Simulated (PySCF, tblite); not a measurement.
# C5H10O2SSi: geometry, infrared bands and NMR shifts

Aim: predict the infrared bands and NMR shifts of C5H10O2SSi (`C[Si@@H]1C=CO[C@H]1[S@@](C)=O`).

Programs: tblite 0.8.0 and PySCF 2.14.0, with density-fitted response routines of our own. Each step states its level of theory. These are calculated values for one molecule in the gas phase, unless marked as measured. Atoms count from 0, in the outputs and in this text.

## (1) The molecule as given

19 atoms, charge 0, multiplicity 1; geometry from: force field or distance geometry start.

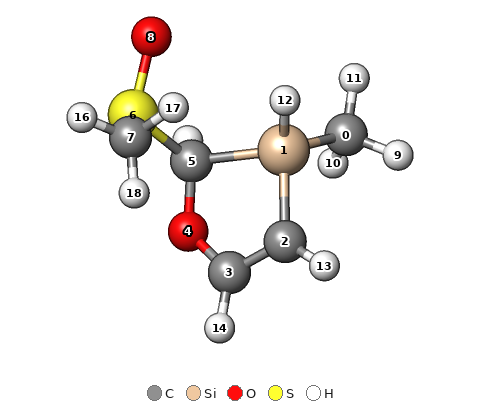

The starting geometry (carbon grey, silicon light orange, oxygen red, sulfur yellow, hydrogen white), atoms numbered.

## (2) Optimising the geometry with GFN2-xTB

The job: settings as JSON, then the geometry in Å.

```
{"job": {"kind": "relax", "xc": "GFN2-xTB", "basis": "xTB"}, "charge": 0, "multiplicity": 1}
C     -2.581000    -0.929200    -0.008100
Si    -0.948800    -0.288500     0.477800
C     -0.885200     1.567400     0.428000
C     -0.201400     1.909000    -0.653400
O      0.265800     0.882000    -1.368100
C      0.348500    -0.390100    -0.890900
S      1.883700    -0.971300    -0.259400
C      2.646500    -0.004300     1.026800
O      1.668100    -2.401300     0.281100
H     -3.379100    -0.398200     0.568100
H     -2.820300    -0.729900    -1.085600
H     -2.707000    -2.008700     0.229400
H     -0.389100    -0.829900     1.724100
H     -1.341000     2.247800     1.123600
H     -0.038200     2.979600    -0.890400
H     -0.003000    -1.098100    -1.671500
H      3.718600    -0.271500     1.109300
H      2.193000    -0.328700     2.010400
H      2.560000     1.073000     0.871800
```

Run with:

```
OMP_NUM_THREADS=1 python probes_run.py task.json out
```

The driver reads the jobs from task.json and runs them one after another.

**Question.** This job is followed by: GFN2-xTB harmonic vibrations, gas phase; GIAO PBE0/pcSseg-1 NMR shielding, non-relativistic, gas phase. What will the session give for the following? strongest single infrared mode (GFN2-xTB); zero-point energy (GFN2-xTB); 13C shifts against TMS (PBE0/pcSseg-1); 1H shifts against TMS (PBE0/pcSseg-1, means over atoms taken as alike); 29Si shifts against TMS (PBE0/pcSseg-1); 17O shifts against H2O (PBE0/pcSseg-1); 33S shifts against CS2 (PBE0/pcSseg-1); surface potential, least and greatest.

As calculated:

```
                                                              quantity                                   value
                             strongest single infrared mode (GFN2-xTB)                   1113 cm⁻¹, 246 km/mol
                                          zero-point energy (GFN2-xTB)                           87.6 kcal/mol
                                13C shifts against TMS (PBE0/pcSseg-1)       169.3, 99.3, 99.2, 38.3, -1.4 ppm
1H shifts against TMS (PBE0/pcSseg-1, means over atoms taken as alike)  7.13, 5.76, 5.37, 5.11, 2.09, 0.39 ppm
                               29Si shifts against TMS (PBE0/pcSseg-1)                               -19.1 ppm
                                17O shifts against H2O (PBE0/pcSseg-1)                         169.2, 47.8 ppm
                                33S shifts against CS2 (PBE0/pcSseg-1)                                 313 ppm
                                 surface potential, least and greatest                      -2.00 V and 1.13 V
```

What this shows: The optimisation took 112 steps and gained 1.622 eV; among the close pairs (by a distance rule), C5–S6 changed most, from 1.759 to 1.855 Å. No mode is imaginary among the 51: a minimum at this level. The strongest single mode, at 1113 cm⁻¹, moves mainly O8 and S6. Unscaled tight-binding wavenumbers are off by several per cent, some by more. Its intensities can rank the bands wrongly. The most deshielded carbon is C3 (alkene carbon bearing oxygen), at 169.3 ppm: an sp2 carbon further deshielded by the attached heteroatom. H14 (hydrogen on an alkene carbon bearing oxygen) lies farthest downfield among hydrogen, at 7.13 ppm; olefinic region.
